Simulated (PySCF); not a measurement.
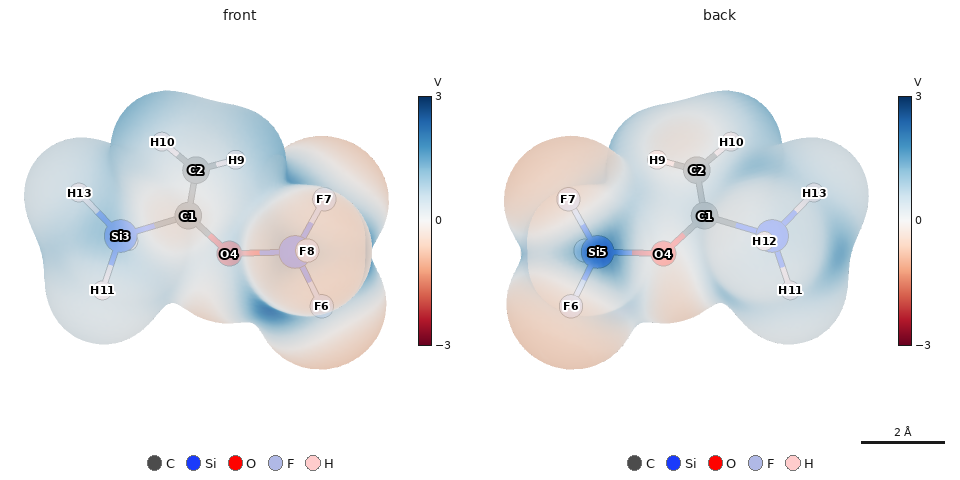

*C$_{2}$H$_{5}$F$_{3}$OSi$_{2}$ (SMILES F[Si](F)(F)O[C]C[SiH3]). The electrostatic potential painted on the density surface at 0.002 e/bohr³, seen from the front and from behind; the colour scale runs from red (negative) to blue (positive).*

Geometry: PBE0-D3(BJ)/def2-SVP.

All numbers below come from PBE0/pcSseg-1, SCF density, gas phase, non-relativistic in PySCF.

```xyz
13

C    -0.1257   -0.2938    0.4335
C    -1.2181    0.1896    1.0333
Si    0.7262   -1.9150    0.8926
O     0.5168    0.3494   -0.6004
Si    0.1029    1.6751   -1.4497
F     1.2060    1.8847   -2.5722
F    -1.3229    1.5142   -2.1414
F     0.0443    2.9817   -0.5395
H    -1.6831    1.1402    0.7501
H    -1.6825   -0.3697    1.8468
H     2.1258   -1.6327    1.3260
H     0.7594   -2.8117   -0.2997
H    -0.0407   -2.5529    2.0010
```

### Describe the electrostatic potential map.

The most negative region (about −0.6 V) lies over F6, F7 and F8, the most positive (about +2.1 V) over Si5.

### How polar is the molecule by this calculation?

Its dipole moment is 1.89 D.
